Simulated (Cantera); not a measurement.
Charge: 1 mol B₂O₃, 1.3 mol H₂O, 3.7 mol H₂, equilibrated at 13300 Pa.

Method: chemical equilibrium by Gibbs-energy minimisation in Cantera with the NASA 1993 tables (ideal gas, pure condensed phases). Candidate condensed phases: B, B₂O₃, B₃O₃H₃, H₂O; 23 gas species. Gases not in the tables: H₃BO₃. Equilibrium is a limit: real reactors are often held back by kinetics, nucleation or transport.

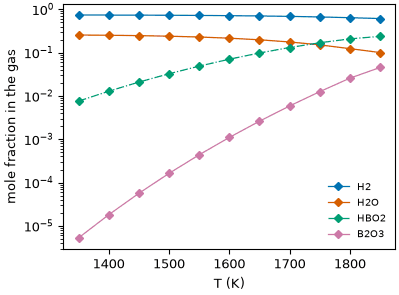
Figure: Equilibrium gas composition (values under 1e-9 drawn at 1e-9)

Read off the mole fractions at 1700 K.

H₂ about 0.69, H₂O about 0.18, HBO₂ about 0.13, B₂O₃ about 0.0059.
